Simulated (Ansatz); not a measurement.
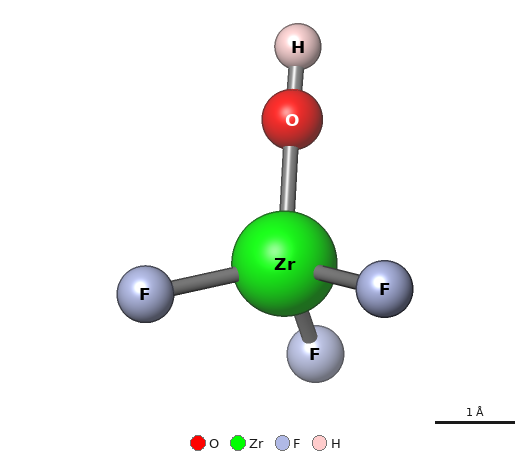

Distant atoms are faded towards the background colour. Charge 0, singlet. Computed geometry: PBE-D4/def2-SVP optimisation. No frequency run is at hand to confirm it as a minimum. Masses are those of the most abundant isotopes; constants are for the rigid equilibrium geometry.

What kind of rotor is it, and what are its rotational constants in cm⁻¹?

An asymmetric top (Cs): A = 0.0919, B = 0.0918, C = 0.0908 cm⁻¹. Ray's parameter κ is 0.89, close to the oblate limit.
